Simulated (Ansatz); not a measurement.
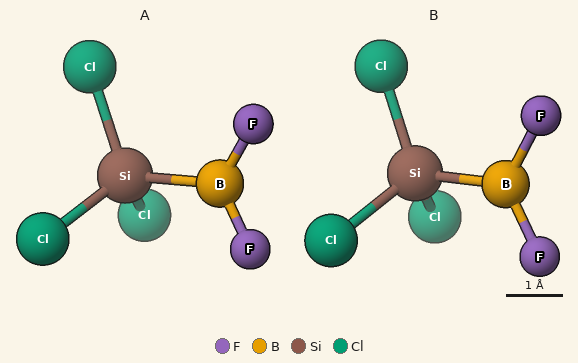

Two geometries of BSiCl3F2 (coarse preliminary run), drawn at one scale. One is the start of a relaxation, the other its converged end. Style: ball-and-stick. Shown at a tilt.

Theory: RKS PBE-D4/def2-SVP (Ansatz 0.2.0). (force threshold 0.03 eV/Å; at most 200 steps)

Q: Which one is relaxed?

A: Structure A is the relaxed one. The start comes from a force field. The energy falls by 0.999 eV in 5 geometry steps. The largest force component goes from 4.7 to 0.01 eV/Å. An F atom moves most after the best rigid fit: 0.16 Å. Largest moves by element: F 0.16 Å, B 0.07 Å, Cl 0.05 Å, Si 0.05 Å. Near-neighbour distances that change, for instance: B–F 1.507 → 1.325 Å, B–F 1.458 → 1.326 Å, B–Si 1.937 → 2.032 Å, Cl–Si 2.135 → 2.069 Å. Bond angles that change, for instance: F–B–Si 118.8° → 121.6°. The run took of the order of 50 core-seconds on a shared host.
